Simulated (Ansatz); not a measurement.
**Cl− with GeH4: superposition error and deformation**

How much of this pair's binding is borrowed basis, and how much do the fragments pay to take the shapes they have in the pair?

Computed with Ansatz 0.2.0, Gaussian basis. Level: PBE0-D4 structures, single points in def2-TZVPPD.

Levels: PBE-D4, revPBE-D4, BLYP-D4, r2SCAN-D4, B97M-V, PBE0-D4, B3LYP-D4, HSE06-D4, wB97X-V, wB97M-V, B2PLYP, Hartree-Fock, MP2, CCSD, CCSD(T).

Correlated methods freeze the cores. Filled d shells of the heavier atoms are correlated. B3LYP uses VWN-RPA correlation. B2PLYP carries no dispersion term here.

129 further runs of the same task are left out: 129 set aside as unsound or not needed.

## 1. The starting structure

The relaxed pair: 6 atoms, charge -1, spin multiplicity 1.

Atoms are counted from 1 here; the program's logs count them from 0.

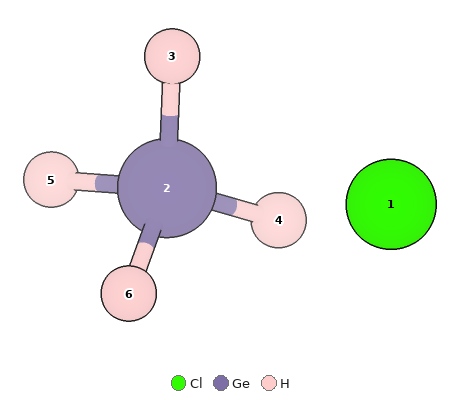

Start geometry, drawn with chlorine green, germanium purple, hydrogen pink; atoms are numbered from 1 in the order of the file.

As a file:

```xyz
6
ClGeH4
Cl   -0.85229    0.12977   -2.50018
Ge    0.13788   -0.02122    0.40407
H     1.12056    0.94362   -0.26212
H    -1.28947    0.51275    0.53808
H     0.64855   -0.09668    1.90321
H     0.23465   -1.46834   -0.08316
```

Atoms 1 to 1 are fragment A (Cl−), the rest fragment B (GeH4). From earlier runs, pair energy (eV) and counterpoise interaction (kJ/mol):

| method | E(pair) | interaction |
| --- | --- | --- |
| PBE-D4 | -69094.25608 | -42.11 |
| revPBE-D4 | -69101.81590 | -42.36 |
| BLYP-D4 | -69109.58703 | -38.07 |
| r2SCAN-D4 | -69107.06431 | -40.79 |
| B97M-V | -69094.58322 | -42.55 |
| PBE0-D4 | -69096.86175 | -42.15 |
| B3LYP-D4 | -69110.38819 | -38.98 |
| HSE06-D4 | -69096.63216 | -42.13 |
| wB97X-V | -69101.18119 | -39.08 |
| wB97M-V | -69103.95224 | -40.41 |
| B2PLYP | -69094.50020 | -31.90 |
| Hartree-Fock | -69042.07002 | -24.29 |
| MP2 | -69055.42874 | -35.93 |
| CCSD(T) | -69056.87494 | -34.83 |

First each fragment is run alone in its own basis, frozen in the shape it has in the pair (a, b).

## 2. wB97X-V/def2-TZVPPD

Contents of a/in.yaml:

```yaml
crystal:
  periodic: [false, false, false]
  atoms:
    - {symbol: Cl, position_ang: [-0.852286, 0.129768, -2.500180]}
basis:
  gaussian: {orbitals: "def2-TZVPPD.json"}
total_charge: -1
hamiltonian: {xc: {name: wB97X-V}}
```

Contents of b/in.yaml:

```yaml
crystal:
  periodic: [false, false, false]
  atoms:
    - {symbol: Ge, position_ang: [0.137881, -0.021223, 0.404067]}
    - {symbol: H, position_ang: [1.120564, 0.943622, -0.262116]}
    - {symbol: H, position_ang: [-1.289467, 0.512748, 0.538079]}
    - {symbol: H, position_ang: [0.648554, -0.096676, 1.903209]}
    - {symbol: H, position_ang: [0.234654, -1.468340, -0.083160]}
basis:
  gaussian: {orbitals: "def2-TZVPPD.json"}
hamiltonian: {xc: {name: wB97X-V}}
```

The basis file named in the input lies beside it (Basis Set Exchange, JSON).

Each run has its own folder and the same command.

On the command line:

```console
ansatz run in.yaml --threads 2 --pin off --events-out ev --progress --plain --max-ram 5222MiB
```

Log of a:

```text
Functional definition: wB97X-V
  name "wB97X-V"
  cite "Mardirossian & Head-Gordon, Phys. Chem. Chem. Phys. 16, 9904 (2014) doi:10.1039/C3CP54374A"
  cite "Becke, J. Chem. Phys. 107, 8554 (1997) doi:10.1063/1.475007"
  cite "Vydrov & Van Voorhis, J. Chem. Phys. 133, 244103 (2010) doi:10.1063/1.3521275"
  parameter omega = 0.3/bohr
  parameter cx = 0.167
  parameter cx1 = 0.603
  parameter cx2 = 1.194
  parameter css0 = 0.556
  parameter css1 = -0.257
  parameter cos0 = 1.219
  parameter cos1 = -1.850
  parameter b = 6.0
  parameter c = 0.01
  exchange = spin_sum(e_x_unif_sr(omega)*poly(b97_u_x, 1 - cx, cx1, cx2)) + cx*exact_x_sr(omega) + exact_x_lr(omega)
  correlation = spin_sum(e_c_pw_same_spin*poly(b97_u_same, css0, css1))
      + integral(e_c_pw_opposite_spin*poly(b97_u_opposite, cos0, cos1)) + vv10(b, c)
327 factors; their error is unknown
60 factors; integrals over basis functions are off by at most 9.2e-5 eV
mean field evaluation 1: about -12522.3621 eV, gradient 1.9e1 eV
mean field evaluation 2: about -12522.7269 eV, gradient 1.4e1 eV
mean field evaluation 4: about -12523.0001 eV, gradient 4.6e-2 eV
mean field evaluation 8: about -12523.0240 eV, gradient 7.9e-4 eV
mean field -12523.02401879 eV, -460.2126442799 hartree, gradient 8.2e-6 eV, S^2 0.000000; 0 other end points of the search recorded, 0 dependent functions left out
reference -12523.02401746 eV, -460.2126442311 hartree; 9, 9 occupied and 42, 42 virtual orbitals, 327 factors
Total energy: -12523.02401746 eV, -460.2126442311 hartree
```

Log of b, shortened:

```text
[... 5 set-up lines as earlier in the session ...]
[...]
      + integral(e_c_pw_opposite_spin*poly(b97_u_opposite, cos0, cos1)) + vv10(b, c)
650 factors; their error is unknown
179 factors; integrals over basis functions are off by at most 1.4e-5 eV
[...]
mean field -56577.74560780 eV, -2079.1938013131 hartree, gradient 7.0e-5 eV, S^2 0.000000; 0 other end points of the search recorded, 0 dependent functions left out
reference -56577.74560624 eV, -2079.1938012558 hartree; 18, 18 occupied and 104, 104 virtual orbitals, 650 factors
Total energy: -56577.74560624 eV, -2079.1938012558 hartree
```

Times: 0.4 s (a), 2.5 s (b) on 2 threads of Arm Neoverse V2, shared host.

## 3. wB97M-V/def2-TZVPPD

The same edit goes into each in.yaml of step 2 (a, b):

```diff
-hamiltonian: {xc: {name: wB97X-V}}
+hamiltonian: {xc: {name: wB97M-V}}
```

Each run has its own folder and the same command.

On the command line:

```console
ansatz run in.yaml --threads 2 --pin off --events-out ev --progress --plain --max-ram 5222MiB
```

Log of a, shortened:

```text
Functional definition: wB97M-V
  name "wB97M-V"
  cite "Mardirossian & Head-Gordon, J. Chem. Phys. 144, 214110 (2016) doi:10.1063/1.4952647"
[... 2 set-up lines as earlier in the session ...]
  # Of w^i u^j: cxij and so on, Table III.
[...]
  gx(w, u) = 1 - cx + cx01*u + cx10*w
  gss(w, u) = css00 + css04*u^4 + css10*w + css20*w^2 + css43*w^4*u^3
  gos(w, u) = cos00 + cos10*w + (cos20 + cos21*u)*w^2 + (cos60 + cos61*u)*w^6
[...]
      + integral(e_c_pw_mod_opposite_spin*gos(b97_w_opposite, b97_u_opposite)) + vv10(b, c)
327 factors; their error is unknown
60 factors; integrals over basis functions are off by at most 9.2e-5 eV
[...]
mean field -12524.30685346 eV, -460.2597875847 hartree, gradient 4.5e-5 eV, S^2 0.000000; 0 other end points of the search recorded, 0 dependent functions left out
reference -12524.30688656 eV, -460.2597888008 hartree; 9, 9 occupied and 42, 42 virtual orbitals, 327 factors
Total energy: -12524.30688656 eV, -460.2597888008 hartree
```

Log of b, shortened:

```text
[... 5 set-up lines as earlier in the session ...]
  # Of w^i u^j: cxij and so on, Table III.
[...]
  gx(w, u) = 1 - cx + cx01*u + cx10*w
  gss(w, u) = css00 + css04*u^4 + css10*w + css20*w^2 + css43*w^4*u^3
  gos(w, u) = cos00 + cos10*w + (cos20 + cos21*u)*w^2 + (cos60 + cos61*u)*w^6
[...]
      + integral(e_c_pw_mod_opposite_spin*gos(b97_w_opposite, b97_u_opposite)) + vv10(b, c)
650 factors; their error is unknown
179 factors; integrals over basis functions are off by at most 1.4e-5 eV
[...]
mean field -56579.22076540 eV, -2079.2480123552 hartree, gradient 7.5e-6 eV, S^2 0.000000; 0 other end points of the search recorded, 0 dependent functions left out
reference -56579.22080398 eV, -2079.2480137728 hartree; 18, 18 occupied and 104, 104 virtual orbitals, 650 factors
Total energy: -56579.22080398 eV, -2079.2480137728 hartree
```

Times: 0.4 s (a), 2.8 s (b) on 2 threads of Arm Neoverse V2, shared host.

## 4. B2PLYP/def2-TZVPPD

The same edit goes into each in.yaml of step 3 (a, b):

```diff
-hamiltonian: {xc: {name: wB97M-V}}
+hamiltonian: {xc: {name: B2PLYP}}
```

Each run has its own folder and the same command.

On the command line:

```console
ansatz run in.yaml --threads 2 --pin off --events-out ev --progress --plain --max-ram 5222MiB
```

Log of a, shortened:

```text
Functional definition: B2PLYP
  name "B2PLYP"
  cite "Grimme, J. Chem. Phys. 124, 034108 (2006) doi:10.1063/1.2148954"
  cite "Becke, Phys. Rev. A 38, 3098 (1988) doi:10.1103/PhysRevA.38.3098"
  cite "Lee, Yang & Parr, Phys. Rev. B 37, 785 (1988) doi:10.1103/PhysRevB.37.785"
[...]
293 factors; integrals over basis functions are off by at most 1.6e-4 eV
[...]
mean field -12519.61027230 eV, -460.0871914103 hartree, gradient 5.8e-6 eV, S^2 0.000000; 0 other end points of the search recorded, 0 dependent functions left out
5 core orbitals not correlated: weight in the atoms' cores, before any rotation towards them, 1.000 or more for the frozen orbitals, at most 0.000 for the correlated occupied ones
reference -12519.61036088 eV, -460.0871946657 hartree; 4, 4 occupied and 42, 42 virtual orbitals, 293 factors
second order -6.74510282 eV of doubles, -0.00000000 eV of singles
Total energy: -12521.43153864 eV, -460.1541217140 hartree
```

b printed, shortened:

```text
[... 5 set-up lines as earlier in the session ...]
[...]
694 factors; integrals over basis functions are off by at most 5.5e-4 eV
[...]
mean field -56570.20430995 eV, -2078.9166637291 hartree, gradient 6.5e-6 eV, S^2 0.000000; 0 other end points of the search recorded, 0 dependent functions left out
9 core orbitals not correlated: weight in the atoms' cores, before any rotation towards them, 1.000 or more for the frozen orbitals, at most 0.000 for the correlated occupied ones
reference -56570.20444306 eV, -2078.9166686205 hartree; 9, 9 occupied and 104, 104 virtual orbitals, 694 factors
second order -9.31740173 eV of doubles, -0.00000000 eV of singles
Total energy: -56572.72014152 eV, -2079.0091188340 hartree
```

Times: 0.25 s (a), 1.3 s (b) on 2 threads of Arm Neoverse V2, shared host.

## 5. B97M-V/def2-TZVPPD

Each input of step 4 (a, b) changes in the same lines:

```diff
-hamiltonian: {xc: {name: B2PLYP}}
+hamiltonian: {xc: {name: B97M-V}}
```

One command serves all of them, each in its own folder.

On the command line:

```console
ansatz run in.yaml --threads 2 --pin off --events-out ev --progress --plain --max-ram 5222MiB
```

Log of a, shortened:

```text
Functional definition: B97M-V
  name "B97M-V"
  cite "Mardirossian & Head-Gordon, J. Chem. Phys. 142, 074111 (2015) doi:10.1063/1.4907719"
[... 2 set-up lines as earlier in the session ...]
  # Of w^i u^j: cxij and so on, Table III.
[...]
  gx(w, u) = cx00 + cx01*u + cx02*u^2 + (cx10 + cx11*u)*w
  gss(w, u) = css00 + css02*u^2 + css10*w + (css32*w^3 + css42*w^4)*u^2
  gos(w, u) = cos00 + cos01*u + cos03*u^3 + cos10*w + cos32*w^3*u^2
[...]
      + integral(e_c_pw_mod_opposite_spin*gos(b97_w_opposite, b97_u_opposite)) + vv10(b, c)
324 factors; their error is unknown
[...]
mean field -12521.66207109 eV, -460.1625936250 hartree, gradient 8.4e-5 eV, S^2 0.000000; 0 other end points of the search recorded, 0 dependent functions left out
reference -12521.66210999 eV, -460.1625950546 hartree; 9, 9 occupied and 42, 42 virtual orbitals, 324 factors
Total energy: -12521.66210999 eV, -460.1625950546 hartree
```

b printed, shortened:

```text
[... 5 set-up lines as earlier in the session ...]
  # Of w^i u^j: cxij and so on, Table III.
[...]
  gx(w, u) = cx00 + cx01*u + cx02*u^2 + (cx10 + cx11*u)*w
  gss(w, u) = css00 + css02*u^2 + css10*w + (css32*w^3 + css42*w^4)*u^2
  gos(w, u) = cos00 + cos01*u + cos03*u^3 + cos10*w + cos32*w^3*u^2
[...]
      + integral(e_c_pw_mod_opposite_spin*gos(b97_w_opposite, b97_u_opposite)) + vv10(b, c)
609 factors; their error is unknown
[...]
mean field -56572.47349435 eV, -2079.0000547177 hartree, gradient 4.1e-5 eV, S^2 0.000000; 0 other end points of the search recorded, 0 dependent functions left out
reference -56572.47353979 eV, -2079.0000563874 hartree; 18, 18 occupied and 104, 104 virtual orbitals, 609 factors
Total energy: -56572.47353979 eV, -2079.0000563874 hartree
```

They took 0.35 s (a), 2.8 s (b) on 2 threads of Arm Neoverse V2, shared host.

## 6. CCSD(T)/def2-TZVPPD

Each input of step 5 (a, b) changes in the same lines:

```diff
-hamiltonian: {xc: {name: B97M-V}}
+correlation: {method: ccsd_t}
```

One command serves all of them, each in its own folder.

On the command line:

```console
ansatz run in.yaml --threads 2 --pin off --events-out ev --progress --plain --max-ram 5222MiB
```

Log of a, shortened:

```text
Functional definition: HF
  name "HF"
  cite "Fock, Z. Phys. 61, 126 (1930) doi:10.1007/BF01340294"
  parent pbe
[...]
293 factors; integrals over basis functions are off by at most 1.6e-4 eV
[...]
mean field -12505.39286953 eV, -459.5647114954 hartree, gradient 8.0e-6 eV, S^2 0.000000; 0 other end points of the search recorded, 0 dependent functions left out
5 core orbitals not correlated: weight in the atoms' cores, before any rotation towards them, 1.000 or more for the frozen orbitals, at most 0.000 for the correlated occupied ones
reference -12505.39286953 eV, -459.5647114954 hartree; 4, 4 occupied and 42, 42 virtual orbitals, 293 factors
second order -5.54525689 eV of doubles, -0.00000000 eV of singles
cycle   1  -5.85548281 eV  change   -3.1e-1 eV  update   4.0e-2
[...]
cycle   8  -5.97235895 eV  change   -1.2e-6 eV  update   3.9e-6
perturbative correction -0.24425678 eV, -0.0089762710 hartree
Total energy: -12511.60948525 eV, -459.7931679094 hartree
```

Output in b, shortened:

```text
[... 4 set-up lines as earlier in the session ...]
[...]
694 factors; integrals over basis functions are off by at most 5.5e-4 eV
[...]
mean field -56536.42021204 eV, -2077.6751210307 hartree, gradient 4.9e-6 eV, S^2 0.000000; 0 other end points of the search recorded, 0 dependent functions left out
9 core orbitals not correlated: weight in the atoms' cores, before any rotation towards them, 1.000 or more for the frozen orbitals, at most 0.000 for the correlated occupied ones
reference -56536.42021204 eV, -2077.6751210307 hartree; 9, 9 occupied and 104, 104 virtual orbitals, 694 factors
second order -7.65298205 eV of doubles, -0.00000000 eV of singles
cycle   1  -7.83623160 eV  change   -1.8e-1 eV  update   7.3e-2
[...]
cycle   8  -8.20122606 eV  change   -1.1e-5 eV  update   1.4e-5
perturbative correction -0.23615113 eV, -0.0086783938 hartree
Total energy: -56544.85758923 eV, -2077.9851889233 hartree
```

Wall times: 0.2 s (a), 4 s (b) on 2 threads of Arm Neoverse V2, shared host; peak memory 0.51 GiB.

## 7. Relaxing GeH4 alone

Contents of relax-b/in.yaml:

```yaml
crystal:
  periodic: [false, false, false]
  atoms:
    - {symbol: Ge, position_ang: [0.137881, -0.021223, 0.404067]}
    - {symbol: H, position_ang: [1.120564, 0.943622, -0.262116]}
    - {symbol: H, position_ang: [-1.289467, 0.512748, 0.538079]}
    - {symbol: H, position_ang: [0.648554, -0.096676, 1.903209]}
    - {symbol: H, position_ang: [0.234654, -1.468340, -0.083160]}
basis:
  gaussian: {orbitals: def2-TZVP}
hamiltonian: {xc: pbe0, dispersion: d4}
relax: {f_tol: 0.005, max_steps: 200}
```

On the command line:

```console
ansatz run in.yaml --threads 2 --pin off --events-out ev --progress --plain --max-ram 5222MiB
```

The program printed, shortened:

```text
Functional definition: PBE0
  name "PBE0"
  cite "Adamo & Barone, J. Chem. Phys. 110, 6158 (1999) doi:10.1063/1.478522"
  cite "Perdew, Burke & Ernzerhof, Phys. Rev. Lett. 77, 3865 (1996) doi:10.1103/PhysRevLett.77.3865"
[... 1 set-up line as earlier in the session ...]
[...]
577 factors; their error is unknown
[...]
mean field -56575.59459430 eV, -2079.1147530251 hartree, gradient 1.9e-5 eV, S^2 0.000000; 0 other end points of the search recorded, 0 dependent functions left out
[...]
reference -56575.59461901 eV, -2079.1147539332 hartree; 18, 18 occupied and 54, 54 virtual orbitals, 577 factors
relax step   1: F+E_penalty+E_count = -56575.62987374 eV  Δ(F+E_penalty+E_count) = +0.000e0 eV  max|allowed force component| = 1.531e0 eV/Å  Δτ_max = 0.0000 Å  (20 SCF iters, accepted)
[...]
577 factors; their error is unknown
[...]
mean field -56575.69352818 eV, -2079.1183887782 hartree, gradient 1.0e-5 eV, S^2 0.000000; 1 other end points of the search recorded, 0 dependent functions left out
[...]
reference -56575.69355302 eV, -2079.1183896912 hartree; 18, 18 occupied and 54, 54 virtual orbitals, 577 factors
Total energy: -56575.72880839 eV, -2079.1196853019 hartree
Atom 0 at     0.170412    -0.025970     0.499945 Å, force     0.000936    -0.000155     0.002709 eV/Å
Atom 1 at     1.074254     0.920357    -0.301087 Å, force     0.000275     0.000354    -0.000439 eV/Å
Atom 2 at    -1.270268     0.501321     0.477055 Å, force    -0.000581     0.000203    -0.000160 eV/Å
Atom 3 at     0.665054    -0.099626     1.950628 Å, force    -0.000594     0.000085    -0.001745 eV/Å
Atom 4 at     0.212734    -1.425951    -0.126461 Å, force    -0.000036    -0.000486    -0.000365 eV/Å
Dipole moment:    -0.000029     0.000005    -0.000082 e Å
```

It took 2.4 s on 2 threads of Arm Neoverse V2, shared host.

Relaxation path:

| step | energy from step 1 (eV) | largest force component (eV/Å) |
| --- | --- | --- |
| 1 | 0.0000 | 1.5313 |
| 2 | -0.0849 | 0.2624 |
| 3 | -0.0987 | 0.0813 |
| 4 | -0.0989 | 0.0027 |

Distances of close pairs at the start and the end, largest changes first:

| bond | before (Å) | after (Å) | change (Å) |
| --- | --- | --- | --- |
| Ge1–H4 | 1.586 | 1.534 | -0.051 |
| Ge1–H2 | 1.530 | 1.534 | +0.004 |
| Ge1–H3 | 1.530 | 1.534 | +0.004 |
| Ge1–H5 | 1.530 | 1.534 | +0.004 |

## 8. PBE-D4/def2-TZVPPD

Contents of free-b/in.yaml:

```yaml
crystal:
  periodic: [false, false, false]
  atoms:
    - {symbol: Ge, position_ang: [0.170412, -0.025970, 0.499945]}
    - {symbol: H, position_ang: [1.074254, 0.920357, -0.301087]}
    - {symbol: H, position_ang: [-1.270268, 0.501321, 0.477055]}
    - {symbol: H, position_ang: [0.665054, -0.099626, 1.950628]}
    - {symbol: H, position_ang: [0.212734, -1.425951, -0.126461]}
basis:
  gaussian: {orbitals: "def2-TZVPPD.json"}
hamiltonian: {xc: pbe, dispersion: d4}
```

On the command line:

```console
ansatz run in.yaml --threads 2 --pin off --events-out ev --progress --plain --max-ram 5222MiB
```

The program printed:

```text
Functional definition: PBE
  name "PBE"
[... 2 set-up lines as earlier in the session ...]
  parameter kappa = 0.804
  parameter beta = 0.06672455060314922
  exchange = pbe_x(kappa = kappa, mu = beta*pi^2/3)
  correlation = pbe_c(beta = beta)
609 factors; their error is unknown
mean field evaluation 1: about -56573.2067 eV, gradient 2.5e1 eV
mean field evaluation 2: about -56573.5932 eV, gradient 2.8e1 eV
mean field evaluation 4: about -56574.0715 eV, gradient 5.9e-1 eV
mean field evaluation 8: about -56574.0683 eV, gradient 2.5e-4 eV
mean field -56574.06829462 eV, -2079.0586625463 hartree, gradient 6.1e-5 eV, S^2 0.000000; 0 other end points of the search recorded, 0 dependent functions left out
reference -56574.06832575 eV, -2079.0586636903 hartree; 18, 18 occupied and 104, 104 virtual orbitals, 609 factors
Total energy: -56574.11131065 eV, -2079.0602433564 hartree
```

Run time: 0.6 s. Hardware: 2 threads of Arm Neoverse V2, shared host.

## 9. r2SCAN-D4/def2-TZVPPD

Changes to free-b/in.yaml since step 8:

```diff
@@ -10,2 +10,2 @@
   gaussian: {orbitals: "def2-TZVPPD.json"}
-hamiltonian: {xc: pbe, dispersion: d4}
+hamiltonian: {xc: r2scan, dispersion: d4}
```

On the command line:

```console
ansatz run in.yaml --threads 2 --pin off --events-out ev --progress --plain --max-ram 5222MiB
```

The program printed:

```text
Functional definition: r2SCAN
  name "r2SCAN"
  cite "Furness, Kaplan, Ning, Perdew & Sun, J. Phys. Chem. Lett. 11, 8208 (2020) doi:10.1021/acs.jpclett.0c02405"
  cite "Furness, Kaplan, Ning, Perdew & Sun, J. Phys. Chem. Lett. 11, 9248 (2020) doi:10.1021/acs.jpclett.0c03077"
  parent r2scan
  parameter k0 = 0.174
  parameter k1 = 0.065
  parameter a1 = 4.9479
  exchange = r2scan_x(k0 = k0, k1 = k1, a1 = a1)
  correlation = r2scan_c
609 factors; their error is unknown
mean field evaluation 1: about -56582.2217 eV, gradient 1.9e1 eV
mean field evaluation 2: about -56582.4835 eV, gradient 1.9e1 eV
mean field evaluation 4: about -56582.6769 eV, gradient 5.4e-1 eV
mean field evaluation 8: about -56582.6739 eV, gradient 1.4e-3 eV
mean field -56582.67390230 eV, -2079.3749127956 hartree, gradient 1.4e-5 eV, S^2 0.000000; 0 other end points of the search recorded, 0 dependent functions left out
reference -56582.67391117 eV, -2079.3749131215 hartree; 18, 18 occupied and 104, 104 virtual orbitals, 609 factors
Total energy: -56582.68349011 eV, -2079.3752651411 hartree
```

It took 1.3 s on 2 threads of Arm Neoverse V2, shared host.

## 10. PBE0-D4/def2-TZVPPD

Changes to free-b/in.yaml since step 9:

```diff
@@ -10,2 +10,3 @@
   gaussian: {orbitals: "def2-TZVPPD.json"}
-hamiltonian: {xc: r2scan, dispersion: d4}
+hamiltonian: {xc: pbe0, dispersion: d4}
+output: {orbitals: {seedname: orbitals}}
```

On the command line:

```console
ansatz run in.yaml --threads 2 --pin off --events-out ev --progress --plain --max-ram 5222MiB
```

The program printed, shortened:

```text
[... 5 set-up lines as earlier in the session ...]
  parameter a = 0.25
[... 2 set-up lines as earlier in the session ...]
  exchange = (1 - a)*pbe_x(kappa = kappa, mu = beta*pi^2/3) + a*exact_x
[... 1 set-up line as earlier in the session ...]
662 factors; their error is unknown
mean field evaluation 1: about -56575.2385 eV, gradient 1.6e1 eV
mean field evaluation 2: about -56575.3795 eV, gradient 1.5e1 eV
mean field evaluation 4: about -56575.4933 eV, gradient 3.1e-1 eV
mean field evaluation 8: about -56575.7257 eV, gradient 7.2e-4 eV
mean field -56575.72567524 eV, -2079.1195701609 hartree, gradient 5.1e-5 eV, S^2 0.000000; 0 other end points of the search recorded, 0 dependent functions left out
reference -56575.72569953 eV, -2079.1195710537 hartree; 18, 18 occupied and 104, 104 virtual orbitals, 662 factors
Total energy: -56575.76095490 eV, -2079.1208666643 hartree
```

It took 0.75 s on 2 threads of Arm Neoverse V2, shared host.

[end of part 1 of 2]
